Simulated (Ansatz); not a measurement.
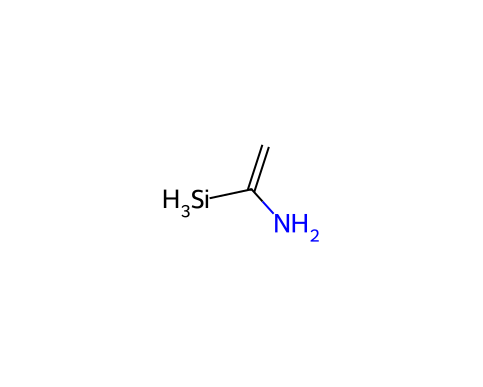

The drawing above gives the connectivity. Computed geometry: PBE0-D4/def2-TZVP optimisation.

Describe the 3D structure.

The molecule is C2H7NSi. As SMILES it reads `C=C(N)[SiH3]`. It has no ring. Among its groups: alkene, Si–H bond. This geometry has C1 symmetry. Coordination, clear cases only: 2 C trigonal planar; 1 Si tetrahedral.

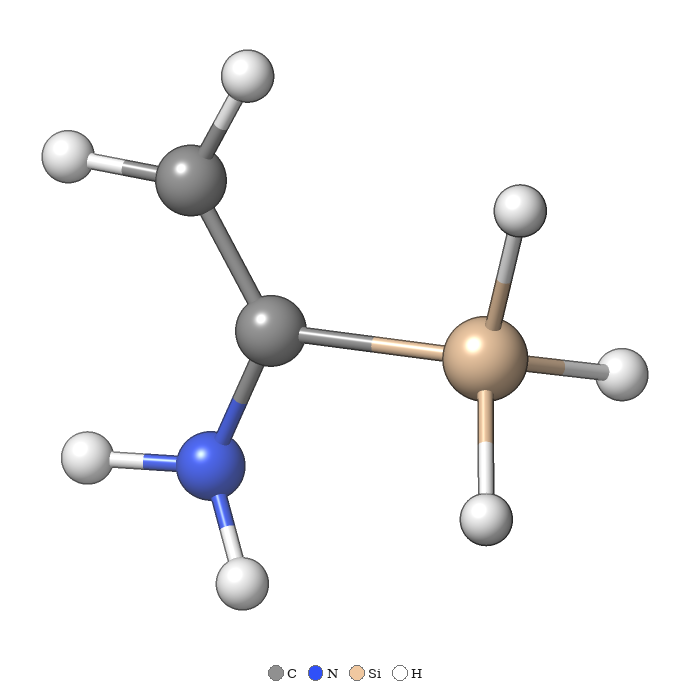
